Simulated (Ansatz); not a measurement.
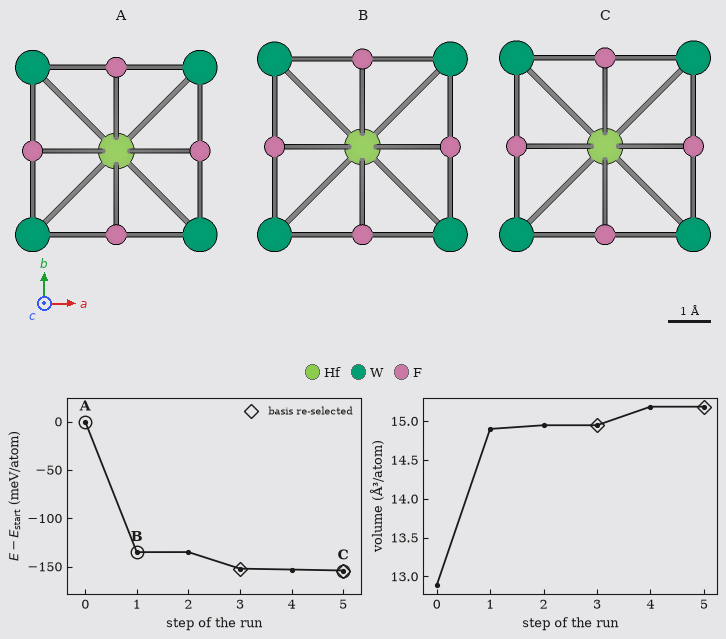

Frames of a relaxation of solid HfWF₃ (a generated structure, set up in Pm-3m) (coarse preliminary run), marked on the history of the run. The picture is a ball-and-stick view of the cell of the calculation, seen along the c axis.

Method: Ansatz 0.2.0, DFT PBE, scalar-relativistic, plane waves, PAW.

The input:
```yaml
crystal:
  lattice:
    - [4.00885467, 0.0, 0.0]
    - [0.0, 4.00885467, 0.0]
    - [0.0, 0.0, 4.00885467]
  atoms:
    - { symbol: Hf, position: [0.5, 0.5, 0.5] }
    - { symbol: W, position: [0.0, 0.0, 0.0] }
    - { symbol: F, position: [0.5, 0.0, 0.0] }
    - { symbol: F, position: [0.0, 0.5, 0.0] }
    - { symbol: F, position: [0.0, 0.0, 0.5] }
basis:
  ecutwfc: 420
kpoints:
  mp_grid: { grid: [4, 4, 4] }
hamiltonian:
  xc: pbe
scf:
  occupations: { method: gaussian, width: 0.1 }
  lower_state_search: "off"
output:
  forces: true
  stress: true
  eigenvalues: true
relax:
  adjacent_minimum: "off"
  f_tol: 0.04
  max_steps: 70
  cell: { stress_tol: 0.4 }
```

Command:
```bash
ansatz run input.yaml --threads 1 --pin off --max-ram 2048MiB --backend cpu --events-out ev --progress --plain --runs-dir out
```

**Describe the path.**

No atom moves by more than 0.005 Å relative to the cell. The drawn cell changes as follows: a = b = c 4.009 → 4.234 Å (+5.6 %); the volume changes by +17.9 %. Among the contacts that change: Hf1–F3 2.835 → 2.994 Å, W2–F3 2.004 → 2.117 Å. The space group stays Pm-3m (No. 221). After 3 accepted moves (5 points after the start) the energy has fallen by 154 meV per atom. All forces vanish by symmetry, so only the cell relaxes. The pressure goes from 24.75 to 0.40 GPa. The SCF was repeated twice at an unchanged geometry on a basis and grid sized afresh for the cell, which shifted the energy by 17.1 meV per atom at most. From step 0 to 1: volume +15.6 %, energy −135 meV per atom. From step 1 to 5: volume +1.9 %, energy −19.0 meV per atom.

Limits of the set-up: the k-point mesh is coarse for a cell with partly filled bands; an odd number of electrons was run without spin polarisation, which fails if the electron would localise.
